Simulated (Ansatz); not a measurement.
The calculation's input:

```
crystal:
  lattice:
    - [0.0, 2.908489744, 2.908489744]
    - [2.908489744, 0.0, 2.908489744]
    - [2.908489744, 2.908489744, 0.0]
  atoms:
    - { symbol: Si, position: [0.25, 0.25, 0.25] }
    - { symbol: Si, position: [0.75, 0.75, 0.75] }
    - { symbol: Si, position: [0.5, 0.5, 0.5] }
    - { symbol: Co, position: [0.0, 0.0, 0.0], spin: 2.0 }
basis:
  ecutwfc: 420
kpoints:
  mp_grid: { grid: [12, 12, 12] }
hamiltonian:
  xc: pbe
scf:
  occupations: { method: gaussian, width: 0.1 }
  lower_state_search: "off"
output:
  forces: true
  stress: true
  eigenvalues: true
  populations: true
  write_density: true
  write_potential: true
  elf: true
  volumetric_format: npy
magnetization:
  spin_polarized: true
```

Command:

```sh
ansatz run input.yaml --threads 1 --pin off --max-ram 2560MiB --backend cpu --events-out ev --progress --plain --runs-dir out
```

Below, planes, directions and counts refer to the conventional cell (a = 5.82 Å, b = 5.82 Å, c = 5.82 Å, α = 90.00°, β = 90.00°, γ = 90.00°).

Space group Fm-3m; started from the BiF3 (D0_3) prototype, which need not be the ambient phase; computed pressure about 6 GPa in this cell; spin-polarised.

All numbers below come from DFT PBE, scalar-relativistic, plane waves, PAW (Ansatz 0.2.0).

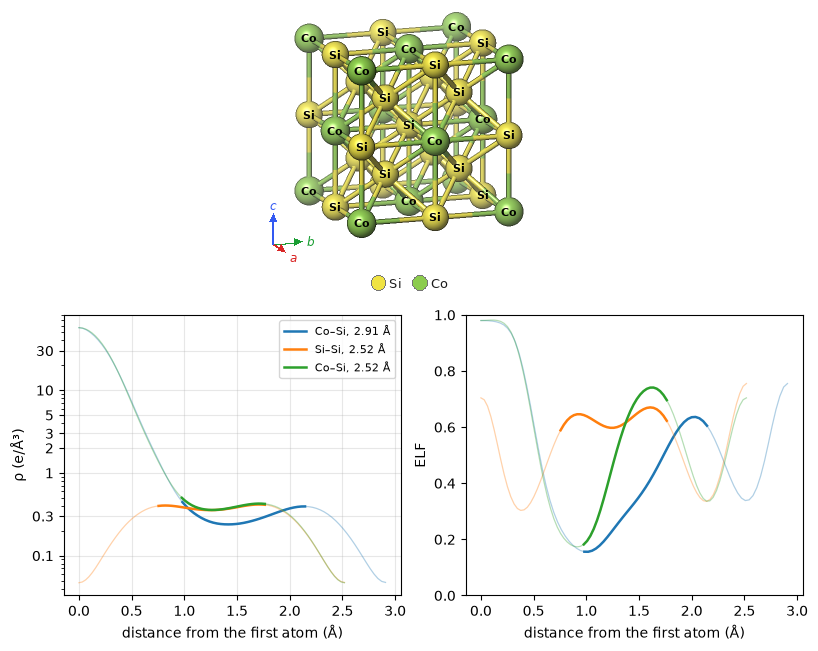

CoSi3. Valence electron density and ELF along straight lines between neighbouring atoms. Thin, pale parts lie inside the atomic spheres. The structure is drawn too.

In a PAW calculation such maps are meaningful between the atoms, not at the nuclei.

Q: Compare the contacts.

A: Co–Si (2.91 Å): the density is about 0.24 e/Å³ at the midpoint; the ELF peaks at about 0.65 in the valence shell of Si, 0.9 Å from its nucleus, and is about 0.35 at the midpoint.
Si–Si (2.52 Å): the density is about 0.36 e/Å³ at the midpoint; the ELF peaks at about 0.65 between the atoms.
Co–Si (2.52 Å): ρ is about 0.36 e/Å³ halfway; the ELF peaks at about 0.75 in the valence shell of Si, 0.9 Å from its nucleus, and is about 0.50 at the midpoint.
